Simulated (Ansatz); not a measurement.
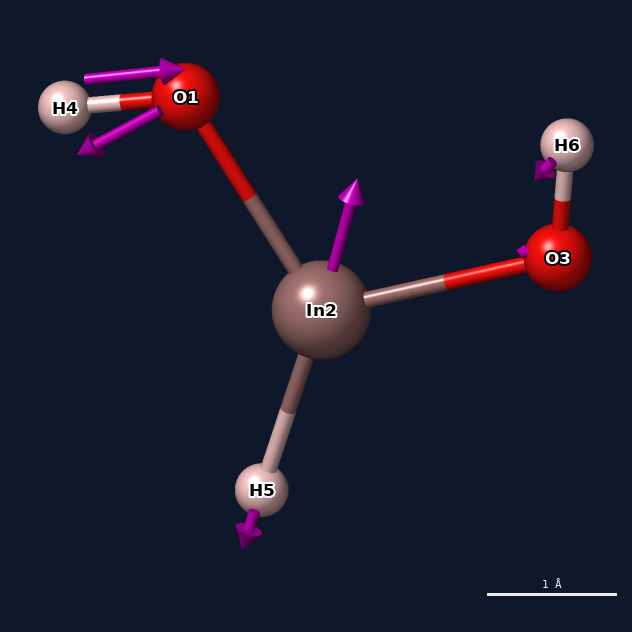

Arrows show the forces on the atoms, 1 Å of arrow for 1 eV/Å; forces under a tenth of the largest aren't drawn. Level of theory: r2SCAN-D4/def2-TZVPP (Ansatz 0.2.0).

Along which bond is the force strongest?

O1–H4, now 0.978 Å: the forces pull its atoms together, so a first step downhill shortens it.

List the force components in the frame of the picture (x right, y up, z towards the viewer), in eV/Å.

| atom | Fx | Fy | Fz |
| --- | --- | --- | --- |
| O1 | −0.65 | −0.35 | −0.26 |
| In2 | 0.19 | 0.71 | 0.28 |
| O3 | −0.09 | 0.01 | 0.01 |
| H4 | 0.78 | 0.08 | 0.21 |
| H5 | −0.10 | −0.30 | −0.13 |
| H6 | −0.14 | −0.15 | −0.10 |
